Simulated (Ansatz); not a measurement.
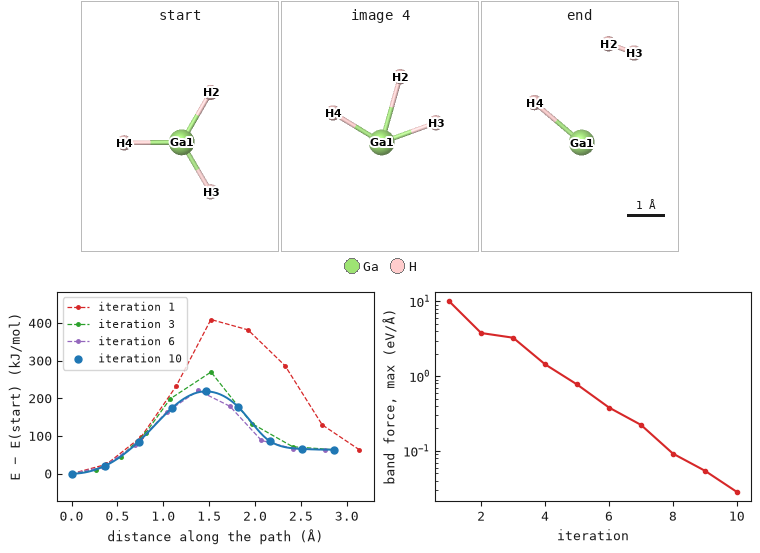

A nudged-elastic-band calculation for GaH3. Images are numbered from 0 (start) to 8 (end). The plot follows the band through its iterations. A ball-and-stick model, seen face on.

Theory: RKS revPBE-D4/def2-mTZVP in Ansatz 0.2.0.

Input file:
```yaml
crystal:
  periodic: [false, false, false]
  atoms:
    - { symbol: Ga, position_ang: [0.394469, 0.0, 0.227771] }
    - { symbol: H, position_ang: [0.394997, 0.0, 1.812907] }
    - { symbol: H, position_ang: [1.76754, 0.0, -0.564276] }
    - { symbol: H, position_ang: [-0.978405, 0.0, -0.564902] }
basis:
  gaussian: { orbitals: def2-mTZVP }
hamiltonian:
  xc: revpbe
  dispersion: d4
neb:
  order_check: false
  images: 7
  f_tol: 0.05
  max_iterations: 60
  final_atoms:
    - { symbol: Ga, position_ang: [-0.0591232, 1.41e-06, -1.29658505] }
    - { symbol: H, position_ang: [1.07759921, -4.7e-07, 1.28558503] }
    - { symbol: H, position_ang: [1.7366596, -4.7e-07, 0.92173406] }
    - { symbol: H, position_ang: [-1.17653461, -4.7e-07, 0.00076596] }
  initial_path:
    images:
      - { positions_ang: [[0.394469, 0.0, 0.227771], [0.394997, 0.0, 1.812907], [1.76754, 0.0, -0.564276], [-0.978405, 0.0, -0.564902]] }
      - { positions_ang: [[0.29585205, 0.0, 0.17082783], [0.60039669, 0.0, 1.68108112], [1.75605487, 0.0, -0.32048059], [-1.07370261, 0.0, -0.61992836]] }
      - { positions_ang: [[0.19723511, 0.0, 0.11388466], [0.80579638, 0.0, 1.54925524], [1.74456974, 0.0, -0.07668519], [-1.16900023, 0.0, -0.67495472]] }
      - { positions_ang: [[0.09861816, 0.0, 0.0569415], [1.01119608, 0.0, 1.41742936], [1.73308461, 0.0, 0.16711022], [-1.26429784, 0.0, -0.72998108]] }
      - { positions_ang: [[1.22e-06, 0.0, -1.67e-06], [1.21659577, 0.0, 1.28560348], [1.72159947, 0.0, 0.41090562], [-1.35959546, 0.0, -0.78500744]] }
      - { positions_ang: [[-0.01477989, 3.5e-07, -0.32414752], [1.18184663, -1.2e-07, 1.28559887], [1.72536451, -1.2e-07, 0.53861273], [-1.31383024, -1.2e-07, -0.58856409]] }
      - { positions_ang: [[-0.02956099, 7.1e-07, -0.64829336], [1.14709749, -2.4e-07, 1.28559426], [1.72912954, -2.4e-07, 0.66631984], [-1.26806503, -2.4e-07, -0.39212074]] }
      - { positions_ang: [[-0.0443421, 1.06e-06, -0.97243921], [1.11234835, -3.5e-07, 1.28558964], [1.73289457, -3.5e-07, 0.79402695], [-1.22229982, -3.5e-07, -0.19567739]] }
      - { positions_ang: [[-0.0591232, 1.41e-06, -1.29658505], [1.07759921, -4.7e-07, 1.28558503], [1.7366596, -4.7e-07, 0.92173406], [-1.17653461, -4.7e-07, 0.00076596]] }
```

Run as
```bash
ansatz run input.yaml --threads 1 --pin off --max-ram 2048MiB --backend cpu --events-out ev --progress --plain --runs-dir out
```

### Judge this run.

The result is final at these settings. The band converged in 10 iterations. The largest component of the band force went from 10 to 0.028 eV/Å. The climbing image converged on the top of the path. Its vibrational analysis gives one imaginary mode (933i cm⁻¹), as a transition state must have. The first iteration put the highest image at 409.5 kJ/mol. The energy climbs by 218.6 kJ/mol to image 4 and then falls by 154.8 kJ/mol, so the end point sits at +63.8 kJ/mol.
